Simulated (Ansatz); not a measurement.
```xyz
8

F    -1.3567   -1.2941    1.1258
B     0.1397    0.2258   -1.2273
Ge   -0.0703   -0.1417    0.9177
H     0.5357   -0.7857   -1.7218
H    -0.8998    0.7372   -1.5213
H    -0.5236    1.1470    1.6128
H     0.9711    0.9220   -0.6336
H     1.2041   -0.8105    1.4475
```

The product side of a reaction path; geometry: PBE0-D4/def2-TZVP.

The calculation used Ansatz, UKS PBE0-D4/def2-TZVPP.

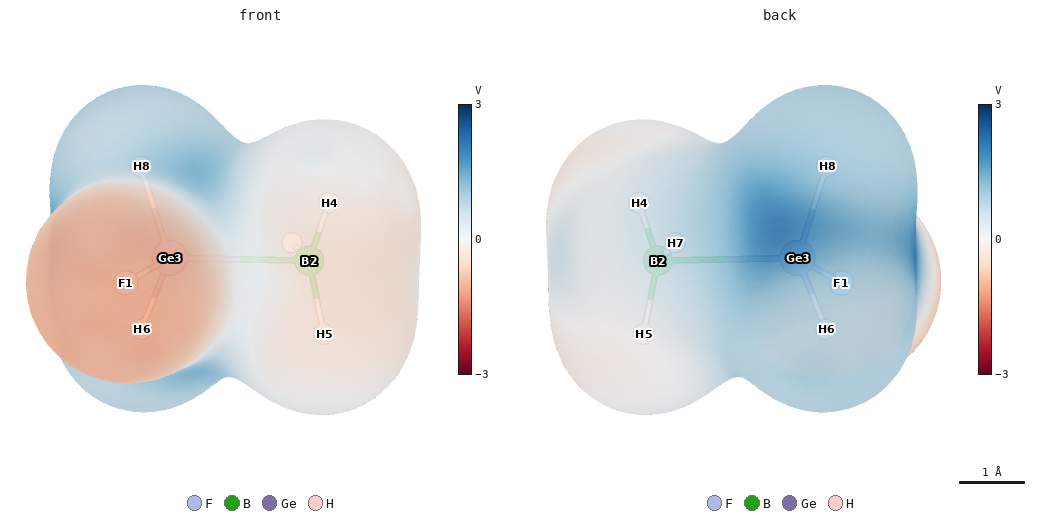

BFGeH5 (doublet). The molecular electrostatic potential painted on the density surface at 0.002 e/bohr³, seen from the front and from behind; red is negative and blue positive.

Which sites attract a positive test charge, and which a negative one?

A positive charge is drawn to the negative regions and a negative charge to the positive ones. The most negative region (about −1.1 V) lies over F1, the most positive (about +2.0 V) over Ge3.
